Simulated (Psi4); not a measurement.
**ClF (chlorine monofluoride): levels of theory compared**

Aim: a comparison of 4 runs (HF/cc-pVTZ, BHLYP/cc-pVTZ, SVWN5/cc-pVTZ, wB97M-V/cc-pVTZ) of ClF (chlorine monofluoride). 

The results are computed with Psi4 1.11.

1 further run of the same task is left out (it didn't finish).

## (1) Starting point

The species is ClF (2 atoms), meant as a singlet with charge 0. SMILES: `FCl`. The F1–Cl2 distance was set to 2.106 Å, away from the relaxed value.

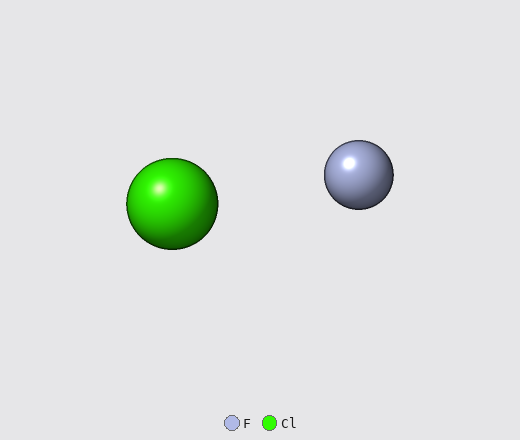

The structure, seen from a chosen angle (fluorine light blue, chlorine green).

## (2) A single-point energy at HF/cc-pVTZ (run 1)

File clf.inp:

```
memory 2200 mb

molecule system {
  F
  Cl 1 r2

  r2 = 2.1056
  units angstrom
  symmetry c1
  no_reorient
  no_com
}

set {
  basis cc-pVTZ
  puream true
  e_convergence 1e-09
  d_convergence 1e-08
  scf_type pk
}

e_tot, wfn = energy("scf", return_wfn=True)
print_variables()
```

Run with:

```
psi4 -n 1 clf.inp clf.out
```

clf.out:

```text
[...]
  Running in c1 symmetry.
[...]
  Nuclear repulsion =   38.451801497202702
[...]
  Multiplicity = 1
[...]
  Nalpha       = 13
  Nbeta        = 13
[...]
    Number of basis functions: 64
[...]
   @RHF iter   1:  -558.76674815696447   -6.95590e-01   5.10213e-03 ADIIS/DIIS
[...]
   @RHF iter  11:  -558.81792108564935   -1.70530e-12   2.64418e-09 DIIS
[...]
    Orbital Energies [Eh]
    ---------------------
    Doubly Occupied:
       1A   -104.972022     2A    -26.342582     3A    -10.686597
       4A     -8.153217     5A     -8.149589     6A     -8.149589
       7A     -1.540854     8A     -1.123228     9A     -0.661426
      10A     -0.661426    11A     -0.574676    12A     -0.534809
      13A     -0.534809
[...]
  @RHF Final Energy:  -558.81792108564935
   => Energetics <=
    Nuclear Repulsion Energy =             38.4518014972027018
    One-Electron Energy =                -850.3697931022276180
    Two-Electron Energy =                 253.1000705193755493
    Total Energy =                       -558.8179210856493455
[...]
 Multipole Moments:
 ------------------------------------------------------------------------------------
     Multipole            Electronic (a.u.)      Nuclear  (a.u.)        Total (a.u.)
 ------------------------------------------------------------------------------------
 L = 1.  Multiply by 2.5417464519 to convert [e a0] to [Debye]
 Dipole X            :         -0.0000000            0.0000000           -0.0000000
 Dipole Y            :          0.0000000            0.0000000            0.0000000
 Dipole Z            :          0.3273074            0.6085072            0.9358146
 Magnitude           :                                                    0.9358146
[...]
```

Wall time 6.6 s (1 thread of Intel Xeon at 2.50GHz (Skylake/Cascade Lake), shared host); peak memory 0.42 GiB.

## (3) A single-point energy at BHLYP/cc-pVTZ (run 2)

File clf.json:

```json
{
 "schema_name": "qcschema_input",
 "schema_version": 1,
 "molecule": {
  "schema_name": "qcschema_molecule",
  "schema_version": 2,
  "symbols": ["F", "Cl"],
  "geometry": [0.0, 0.0, -0.85914509, 0.0, 0.0, 3.11986224],
  "molecular_charge": 0,
  "molecular_multiplicity": 1,
  "fix_symmetry": "c1"
 },
 "driver": "energy",
 "model": {
  "method": "bhhlyp",
  "basis": "cc-pVTZ"
 },
 "keywords": {
  "reference": "rks",
  "puream": true,
  "e_convergence": 1e-09,
  "d_convergence": 1e-08,
  "scf_type": "pk",
  "dft_radial_points": 99,
  "dft_spherical_points": 590,
  "scf_properties": ["WIBERG_LOWDIN_INDICES", "MAYER_INDICES", "LOWDIN_CHARGES"]
 }
}
```

Run with:

```
psi4 --qcschema clf.json -n 1 --memory 2200MB
```

stdout:

```text
[...]
  Running in c1 symmetry.
[...]
  Nuclear repulsion =   38.451801494922101
[...]
  Multiplicity = 1
[...]
  Nalpha       = 13
  Nbeta        = 13
[...]
    Number of basis functions: 64
[...]
   @RKS iter   1:  -559.84820664443748   -4.74862e-01   5.81034e-03 ADIIS/DIIS
[...]
   @RKS iter  10:  -559.90706034416075   -1.45519e-11   7.22157e-09 DIIS
[...]
  @RKS Final Energy:  -559.90706034416075
   => Energetics <=
    Nuclear Repulsion Energy =             38.4518014949221012
    One-Electron Energy =                -850.6455305749227591
    Two-Electron Energy =                 272.0695595143259879
    DFT Exchange-Correlation Energy =     -19.7828907784860917
    Empirical Dispersion Energy =           0.0000000000000000
    VV10 Nonlocal Energy =                  0.0000000000000000
    Total Energy =                       -559.9070603441607545
[...]
 Multipole Moments:
 ------------------------------------------------------------------------------------
     Multipole            Electronic (a.u.)      Nuclear  (a.u.)        Total (a.u.)
 ------------------------------------------------------------------------------------
 L = 1.  Multiply by 2.5417464519 to convert [e a0] to [Debye]
 Dipole X            :          0.0000000            0.0000000            0.0000000
 Dipole Y            :         -0.0000000            0.0000000           -0.0000000
 Dipole Z            :          0.1767370            0.6085072            0.7852442
 Magnitude           :                                                    0.7852442
[...]
```

The result, in JSON:

```text
{
 "driver": "energy",
 "model": {
  "method": "bhhlyp",
  "basis": "cc-pVTZ"
 },
 "success": true,
 "return_result": -559.9070603441608,
 "properties": {
  "calcinfo_nbasis": 64,
  "calcinfo_nmo": 64,
  "calcinfo_nalpha": 13,
  "calcinfo_nbeta": 13,
  "calcinfo_natom": 2,
  "nuclear_repulsion_energy": 38.4518014949221,
  "return_energy": -559.9070603441608,
  "scf_one_electron_energy": -850.6455305749228,
  "scf_two_electron_energy": 272.069559514326,
  "scf_xc_energy": -19.78289077848609,
  "scf_dipole_moment": [1.4844482542914659e-15, -5.655095236038472e-15, 0.7852442077197481],
  "scf_total_energy": -559.9070603441608,
  "scf_iterations": 10
 }
}
```

It took 9.6 s on 1 thread of Intel Xeon at 2.50GHz (Skylake/Cascade Lake), shared host; peak memory 0.62 GiB.

Run 3 isn't shown in full; the table further down has it.

## (4) The energy at wB97M-V/cc-pVTZ (run 4)

File calc.dat:

```
memory 2200 mb

molecule {
  0 1
  F      0.000000     0.000000    -0.454640
  Cl     0.000000     0.000000     1.650960
  symmetry c1
}

set {
  basis cc-pVTZ
  puream true
  e_convergence 1e-09
  d_convergence 1e-08
  scf_type pk
  dft_radial_points 99
  dft_spherical_points 590
}

energy_value, wavefunction = energy("wb97m-v", return_wfn=True)
```

Run with:

```
psi4 -i calc.dat -o calc.out -n 1
```

calc.out:

```text
[...]
  Running in c1 symmetry.
[...]
  Nuclear repulsion =   38.451801497202702
[...]
  Multiplicity = 1
[...]
  Nalpha       = 13
  Nbeta        = 13
[...]
    Number of basis functions: 64
[...]
   @RKS iter   1:  -559.87379079462346   -5.32075e-01   4.68205e-03 DIIS/ADIIS
[...]
   @RKS iter  10:  -559.90814989518128   -1.73941e-11   7.40989e-09 DIIS
[...]
  @RKS Final Energy:  -559.90814989518128
   => Energetics <=
    Nuclear Repulsion Energy =             38.4518014972027018
    One-Electron Energy =                -850.5374227973206871
    Two-Electron Energy =                 281.4783415451532278
    DFT Exchange-Correlation Energy =     -29.4115609351909235
    Empirical Dispersion Energy =           0.0000000000000000
    VV10 Nonlocal Energy =                  0.1106907949742993
    Total Energy =                       -559.9081498951813956
[...]
 Multipole Moments:
 ------------------------------------------------------------------------------------
     Multipole            Electronic (a.u.)      Nuclear  (a.u.)        Total (a.u.)
 ------------------------------------------------------------------------------------
 L = 1.  Multiply by 2.5417464519 to convert [e a0] to [Debye]
 Dipole X            :         -0.0000000            0.0000000           -0.0000000
 Dipole Y            :          0.0000000            0.0000000            0.0000000
 Dipole Z            :          0.1243578            0.6085072            0.7328650
 Magnitude           :                                                    0.7328650
[...]
```

It took 35 s on 1 thread of Intel Xeon at 2.50GHz (Skylake/Cascade Lake), shared host; peak memory 0.91 GiB.

## (5) The series

```csv
run,level,integration grid,properties,energy (Eh),dipole moment (D),HOMO energy (eV),LUMO energy (eV),wall time
1,HF/cc-pVTZ,–,–,-558.817921,2.38,-14.55,-2.45,6.6 s
2,BHLYP/cc-pVTZ,99 radial × 590 angular,"(wiberg, mayer, lowdin)",-559.907060,2.00,-12.02,-5.54,9.6 s
3,SVWN5/cc-pVTZ,99 radial × 590 angular,"(mayer, lowdin, wiberg)",-557.850178,1.68,-8.83,-8.05,11 s
4,wB97M-V/cc-pVTZ,99 radial × 590 angular,–,-559.908150,1.86,-12.82,-4.30,35 s
```

## (6) Outcome

```
            quantity          value
 run 4: total energy  -559.90815 Eh
run 4: dipole moment         1.86 D
  run 4: HOMO energy      -12.82 eV
  run 4: LUMO energy       -4.30 eV
run 4: HOMO–LUMO gap        8.52 eV
```

In words: The dipole moment (its size) runs from 1.68 D (SVWN5/cc-pVTZ) to 2.38 D (HF/cc-pVTZ). The HOMO–LUMO gap runs from 0.78 eV (SVWN5/cc-pVTZ) to 12.10 eV (HF/cc-pVTZ). Exact exchange widens orbital gaps. Totals of different functionals can't be ranked against each other. All runs together took 62 s, the longest 35 s.
